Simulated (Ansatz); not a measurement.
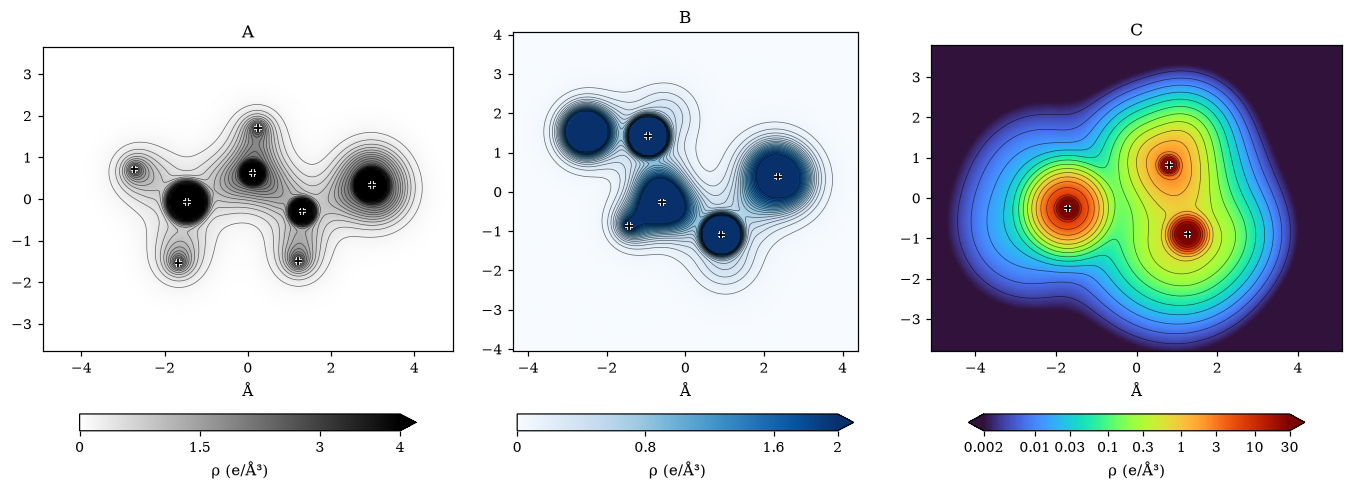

The total electron density of 3 systems, each on a plane through atoms (crosses mark nuclei in the plane).

Method: isolated molecule in a Gaussian basis; Kohn-Sham density functional theory, functional PBE0 (Ansatz).

System 1: CH5CaSi (charge −1), the plane of atoms C1, Si3 and Ca2. Geometry: r2SCAN-D4/def2-SVPD.

```xyz
8

C    -0.4147    1.6607   -0.4480
Ca   -1.5949    2.4326    1.8954
Si   -0.4381    0.0736    0.3618
H     1.0252   -0.3530    0.1554
H    -1.3425    2.2439   -0.6117
H     0.4332    2.1065   -0.9879
H    -3.4466    3.2002    1.2797
H    -0.6618    3.1014    3.6531
```

System 2: Cl2F2H3NSi2 (SMILES F[SiH](F)N[SiH](Cl)Cl), the plane of atoms Si6, N5 and H9. Geometry: B3LYP-D3(BJ)/def2-SVP.

```yaml
atoms:
  - { symbol: Cl, position_ang: [-2.3880, -1.5047, -2.6022] }
  - { symbol: Cl, position_ang: [-1.2997, -3.0712, 0.1769] }
  - { symbol: F, position_ang: [0.1257, -0.3587, 2.2933] }
  - { symbol: F, position_ang: [0.7225, 1.5192, 0.6185] }
  - { symbol: N, position_ang: [-1.3168, -0.0495, -0.0380] }
  - { symbol: Si, position_ang: [0.2316, -0.0176, 0.7195] }
  - { symbol: Si, position_ang: [-2.2698, -1.3931, -0.5415] }
  - { symbol: H, position_ang: [1.2280, -0.9131, 0.1219] }
  - { symbol: H, position_ang: [-1.7031, 0.8757, -0.2285] }
  - { symbol: H, position_ang: [-3.6520, -1.3488, -0.0279] }
```

System 3: CH4BClSi (SMILES [SiH2]=CBCl), the molecular plane. Geometry: B3LYP/6-31G*.

```json
{"atom": "C", "x (Å)": "0.0961", "y (Å)": "-1.6853", "z (Å)": "-0.6968"}
{"atom": "B", "x (Å)": "0.1425", "y (Å)": "-0.3620", "z (Å)": "0.0378"}
{"atom": "Cl", "x (Å)": "-0.8841", "y (Å)": "1.0102", "z (Å)": "-0.4567"}
{"atom": "Si", "x (Å)": "1.1202", "y (Å)": "-2.9619", "z (Å)": "-0.1497"}
{"atom": "H", "x (Å)": "1.1823", "y (Å)": "-4.3087", "z (Å)": "-0.7654"}
{"atom": "H", "x (Å)": "2.0286", "y (Å)": "-2.7929", "z (Å)": "1.0034"}
{"atom": "H", "x (Å)": "-0.5643", "y (Å)": "-1.8380", "z (Å)": "-1.5490"}
{"atom": "H", "x (Å)": "0.8541", "y (Å)": "-0.1590", "z (Å)": "0.9748"}
```

**Match each panel to its system.**

Panel A is system 3, CH4BClSi: the plane holds C, B, Cl, Si and H. C–B (1.51 Å): ρ is about 1.5 e/Å³ halfway. Panel B is system 2, Cl2F2H3NSi2: the plane holds Cl, N, Si and H. Si–N (1.72 Å): ρ is about 1.1 e/Å³ halfway. Panel C is system 1, CH5CaSi: the plane holds C, Ca and Si. C–Si (1.78 Å): the density is about 1 e/Å³ at the midpoint.
